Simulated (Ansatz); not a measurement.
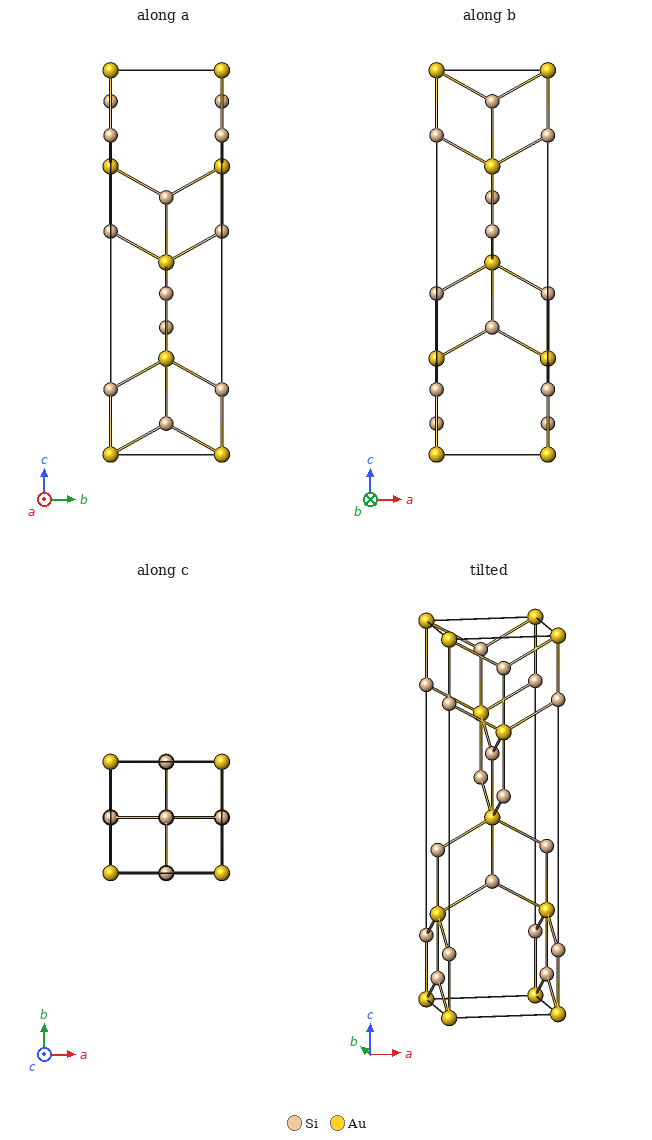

We look at a ball-and-stick model of the crystal along the a axis, along the b axis, along the c axis and slightly off an axis. The conventional unit cell is drawn as a box.

Lattice parameters: a = 4.407 Å, b = 4.407 Å, c = 15.213 Å, α = 90.00°, β = 90.00°, γ = 90.00°.

### Give the structure in the form of a table of Wyckoff sites, with free fractional coordinates to two decimals.

Space group I4_1/amd:1 (No. 141).
```csv
atom,site,x,y,z
Si,8e,0.00,0.00,0.17
Au,4a,0.00,0.00,0.00
```

The cell started as a structure type filled with these elements by a generator (whether the compound takes this form wasn't checked). A relaxation with DFT PBE, scalar-relativistic, plane waves, PAW in Ansatz gave the geometry drawn.
